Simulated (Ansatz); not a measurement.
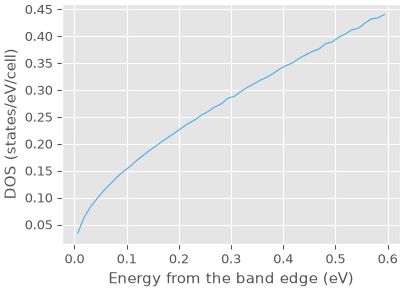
Figure. Density of states of BaS (Fm-3m) above the conduction band minimum, Ansatz (a quantum-chemistry and plane-wave program) with PBEsol, rigid bands; cell volume 63.5 Å³.

Question: What effective density of states at 300 K does this give (∫ g(E) exp(−E/k_BT) dE, both spins, divided by the cell's size)?

Answer: 2.7e19 cm⁻³, a density-of-states mass of 1.06 mₑ, valleys and band degeneracy included.

Spin-orbit coupling is left out. Geometry: cell and atoms relaxed with PBEsol.

Formula and space group known from diffraction (Crystallography Open Database), not checked to be the room-temperature form: BaS (Fm-3m).
